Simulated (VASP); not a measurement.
Band structure of WO3 (space group Pm-3m). Method: modified Becke-Johnson potential (mBJ) with spin-orbit coupling, VASP's PBE PAW potentials (set 64) (plane waves; VASP).

mBJ is a potential without an energy functional, so only the levels count.

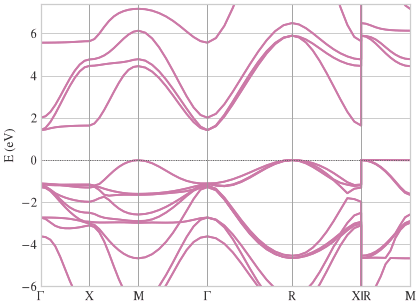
*Bands along high-symmetry lines, zero at the valence-band maximum or, without a gap, the Fermi level*

Q: Read the plot: is there a gap, and where are the band edges?

A: The gap is indirect, 1.41 eV, from the valence maximum at R to the conduction minimum at Γ.

The structure comes from a computed database's WO3 entry (Pm-3m); how it stands against other phases isn't given here. It was relaxed first. The cell's shape comes from a PBE relaxation.
